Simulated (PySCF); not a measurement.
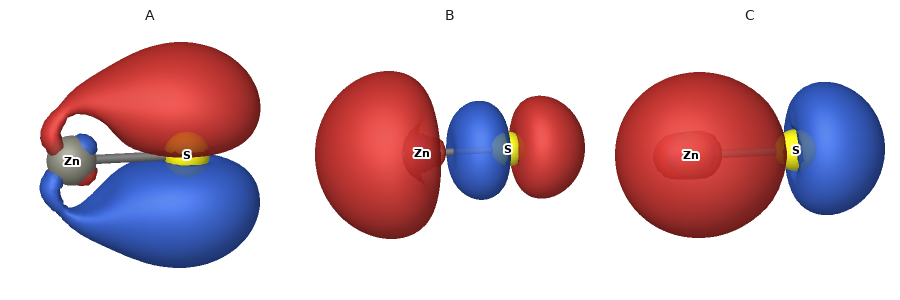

The picture shows: ZnS. Three frontier orbitals, each drawn at the value that holds 80 % of its norm (red and blue are the two phases), in no order; of a degenerate pair one member is drawn.

Method: PySCF 2.14.0, PBE0/cc-pVDZ(-PP), non-relativistic Hamiltonian with scalar-relativistic core potentials where named, at a bond length of 2.043 Å.

Question: Name the orbitals and rank them from lowest to highest energy.

Answer: Orbital C: σ, occupied, −8.92 eV; shared between the atoms (Zn 50 %, S 50 %).
Orbital A: π, occupied, −6.46 eV; mainly on S (85 %).
Orbital B: σ, empty, −4.15 eV; shared between the atoms (Zn 70 %, S 30 %).
